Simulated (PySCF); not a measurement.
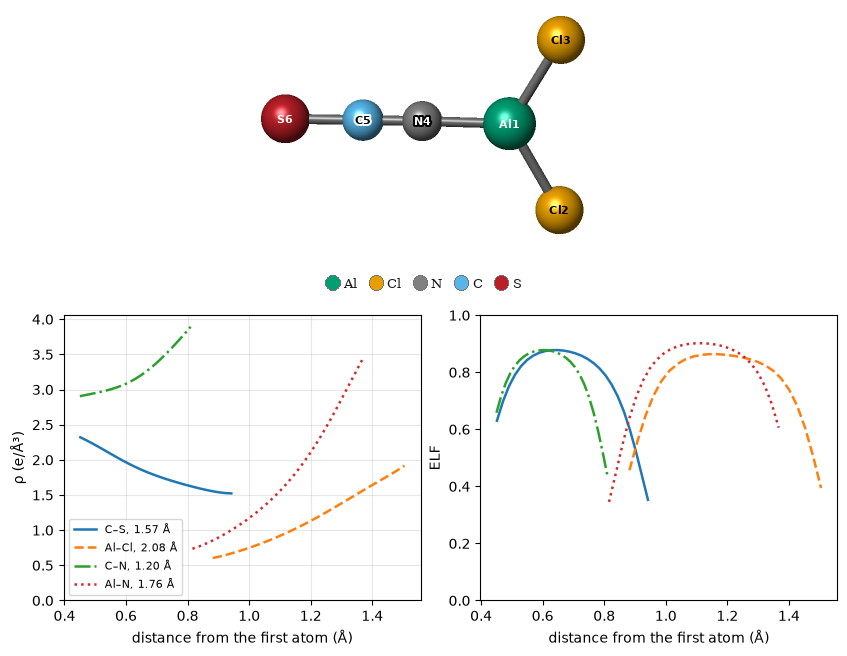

Figure 1: CAlCl2NS (AlCl2(NCS)). Total electron density and electron localisation function along straight lines between neighbouring atoms. The curves leave out the atomic cores. The structure is drawn too.

Geometry: PBE0-D3(BJ)/def2-SVP.

All numbers below come from PBE0/pcSseg-1 Al:pcSseg-2, SCF density, gas phase, non-relativistic (PySCF 2.14.0).

```yaml
atoms:
  - { symbol: Al, position_ang: [0.5989, 1.0305, -0.0577] }
  - { symbol: Cl, position_ang: [2.6740, 1.0274, 0.0052] }
  - { symbol: Cl, position_ang: [-0.4560, 2.8091, -0.2315] }
  - { symbol: N, position_ang: [-0.2800, -0.4960, 0.0269] }
  - { symbol: C, position_ang: [-0.8581, -1.5465, 0.0676] }
  - { symbol: S, position_ang: [-1.6156, -2.9206, 0.1203] }
```

### What can be read from the curves?

C–S (1.57 Å): the density is about 1.7 e/Å³ at the midpoint; the ELF peaks at about 0.90 between the atoms, as expected for localised, covalent bonding.
Al–Cl (2.08 Å): the density is about 0.81 e/Å³ at the midpoint; the ELF peaks at about 0.85 in the valence shell of Cl, 0.9 Å from its nucleus, and is about 0.85 at the midpoint.
C–N (1.20 Å): ρ at the midpoint is about 3.1 e/Å³; the ELF peaks at about 0.90 between the atoms: a multiple bond.
Al–N (1.76 Å): ρ is about 0.85 e/Å³ halfway; the ELF peaks at about 0.90 in the valence shell of N, 0.7 Å from its nucleus, and is about 0.65 at the midpoint.
